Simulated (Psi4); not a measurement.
**BNH4 (SMILES BN) at HF/def2-SVP (density fitting with cc-pvqz-jkfit, sweep point 5)**

What is the vertical singlet–triplet gap of BNH4 at HF/def2-SVP (density fitting with cc-pvqz-jkfit, sweep point 5)? The job is set up through a Python script.

Program for the calculation: Psi4 1.11.

2 further runs of the same task are left out: 2 set aside as unsound or not needed.

### 1 The structure to begin with

BNH4: 6 atoms, total charge 0, spin state singlet. As SMILES, `BN`. The coordinates come from a PBE0-D4/def2-TZVP relaxation.

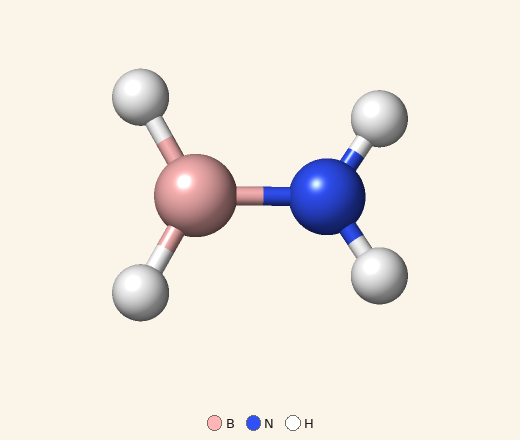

Viewed from a chosen angle; boron pink, nitrogen blue, hydrogen white.

### 2 The energy at HF/def2-SVP (density fitting with cc-pvqz-jkfit, sweep point 5)

bh4n.py

```python
import psi4

psi4.set_memory('1600 MB')
psi4.set_num_threads(1)
psi4.set_output_file('bh4n.out', False)

geom = psi4.geometry("""
0 1
B     -0.24226289    -1.28425787    -0.04837699
N      0.27608899     1.28010048     0.02040904
H      0.42670016    -2.58514534     1.67713194
H     -1.34548500    -2.13293388    -1.83152256
H     -0.22979070     2.48253321    -1.36211459
H      1.19430691     2.11913888     1.45754576
units bohr
symmetry c1
""")

psi4.set_options({
    'basis': 'def2-SVP',
    'puream': True,
    'scf_type': 'df',
    'df_basis_scf': 'cc-pvqz-jkfit',
})

E = psi4.energy("hf", molecule=geom)
print(f'total energy {E:.8f} hartree = {E * 27.211386:.5f} eV')
```

Started as:

```console
$ python bh4n.py
```

bh4n.out:

```text
[...]
  Running in c1 symmetry.
[...]
  Nuclear repulsion =   32.316093054913715
[...]
  Multiplicity = 1
[...]
  Nalpha       = 8
  Nbeta        = 8
[...]
    Number of basis functions: 48
[...]
   @DF-RHF iter   1:   -81.36943443712737   -6.92809e-01   7.43349e-03 DIIS/ADIIS
[...]
   @DF-RHF iter   8:   -81.43460734552279   -5.13130e-09   2.33518e-07 DIIS
[...]
    Orbital Energies [Eh]
    ---------------------
    Doubly Occupied:
       1A    -15.557780     2A     -7.589243     3A     -1.145132
       4A     -0.712167     5A     -0.683597     6A     -0.550143
       7A     -0.459666     8A     -0.439209
[...]
  @DF-RHF Final Energy:   -81.43460734552279
   => Energetics <=
    Nuclear Repulsion Energy =             32.3160930549137149
    One-Electron Energy =                -173.2275235005502054
    Two-Electron Energy =                  59.4768231001136911
    Total Energy =                        -81.4346073455227923
[...]
 Multipole Moments:
 ------------------------------------------------------------------------------------
     Multipole            Electronic (a.u.)      Nuclear  (a.u.)        Total (a.u.)
 ------------------------------------------------------------------------------------
 L = 1.  Multiply by 2.5417464519 to convert [e a0] to [Debye]
 Dipole X            :          0.0682432            0.0811556            0.1493988
 Dipole Y            :          0.3381039            0.4016450            0.7397489
 Dipole Z            :          0.0090936            0.0107185            0.0198120
 Magnitude           :                                                    0.7549443
[...]
```

On the terminal:

```text
total energy -81.43460735 hartree = -2215.94853 eV
```

Wall time 1.5 s (1 thread of Intel Xeon 6975P-C (Granite Rapids), shared host); peak memory 0.19 GiB.

### 3 The triplet at the same level

calc.py

```python
import psi4

psi4.set_memory('1600 MB')
psi4.set_num_threads(1)
psi4.set_output_file('run.log', False)

molecule = psi4.geometry("""
0 3
B     -0.24226289    -1.28425787    -0.04837699
N      0.27608899     1.28010048     0.02040904
H      0.42670016    -2.58514534     1.67713194
H     -1.34548500    -2.13293388    -1.83152256
H     -0.22979070     2.48253321    -1.36211459
H      1.19430691     2.11913888     1.45754576
units bohr
symmetry c1
""")

psi4.set_options({
    'basis': 'def2-SVP',
    'reference': 'uhf',
    'puream': True,
    'scf_type': 'df',
    'df_basis_scf': 'cc-pvqz-jkfit',
    'maxiter': 150,
})

result, w = psi4.energy("scf", molecule=molecule, return_wfn=True)
print('E =', round(result, 9))
```

Started as:

```console
$ python calc.py
```

run.log:

```text
[...]
  Running in c1 symmetry.
[...]
  Nuclear repulsion =   32.316093054913715
[...]
  Multiplicity = 3
[...]
  Nalpha       = 9
  Nbeta        = 7
[...]
    Number of basis functions: 48
[...]
   @DF-UHF iter   1:   -81.07134391753507   -3.94718e-01   8.51580e-03 ADIIS/DIIS
[...]
   @DF-UHF iter  10:   -81.16749492267232   -7.26871e-09   3.17952e-07 DIIS
[...]
   @S^2 Observed:                2.020339913E+00
[...]
    Orbital Energies [Eh]
    ---------------------
    Alpha Occupied:
       1A    -15.518926     2A     -7.592101     3A     -1.133980
       4A     -0.775386     5A     -0.686481     6A     -0.597110
       7A     -0.574168     8A     -0.470766     9A     -0.180022
    Alpha Virtual:
      10A      0.183216    11A      0.235108    12A      0.244173
      13A      0.296474    14A      0.310981    15A      0.326588
      16A      0.409444    17A      0.461955    18A      0.739840
      19A      0.779644    20A      0.787612    21A      0.824285
      22A      0.995098    23A      1.048144    24A      1.054540
      25A      1.080411    26A      1.145673    27A      1.261918
[...]
  @DF-UHF Final Energy:   -81.16749492267232
   => Energetics <=
    Nuclear Repulsion Energy =             32.3160930549137149
    One-Electron Energy =                -173.0578995684854817
    Two-Electron Energy =                  59.5743115908994341
    Total Energy =                        -81.1674949226723186
  UHF NO Occupations:
  HONO-2 :    7  A 1.9919796
  HONO-1 :    8  A 1.0000000
[...]
 Multipole Moments:
 ------------------------------------------------------------------------------------
     Multipole            Electronic (a.u.)      Nuclear  (a.u.)        Total (a.u.)
 ------------------------------------------------------------------------------------
 L = 1.  Multiply by 2.5417464519 to convert [e a0] to [Debye]
 Dipole X            :         -0.0232141            0.0811556            0.0579415
 Dipole Y            :         -0.1160029            0.4016450            0.2856421
 Dipole Z            :         -0.0027969            0.0107185            0.0079216
 Magnitude           :                                                    0.2915671
[...]
```

The script printed:

```text
E = -81.167494923
```

It took 1.5 s on 1 thread of Intel Xeon 6975P-C (Granite Rapids), shared host; peak memory 0.19 GiB.

### 4 Summary of results

Level: HF/def2-SVP (density fitting with cc-pvqz-jkfit, sweep point 5).

```
                                        quantity         value
                           singlet: total energy  -81.43461 Eh
                          singlet: dipole moment        1.92 D
                            singlet: HOMO energy     -11.95 eV
                            singlet: LUMO energy       4.16 eV
                          singlet: HOMO–LUMO gap      16.11 eV
                           triplet: total energy  -81.16749 Eh
                          triplet: dipole moment        0.74 D
     triplet: HOMO energy (highest over α and β)      -4.90 eV
      triplet: LUMO energy (lowest over α and β)      -2.51 eV
                                   triplet: ⟨S²⟩         2.020
vertical energy of the triplet above the singlet      7.268 eV
```

**Reading.** At this shape the triplet lies 7.27 eV (701 kJ/mol) above the singlet.
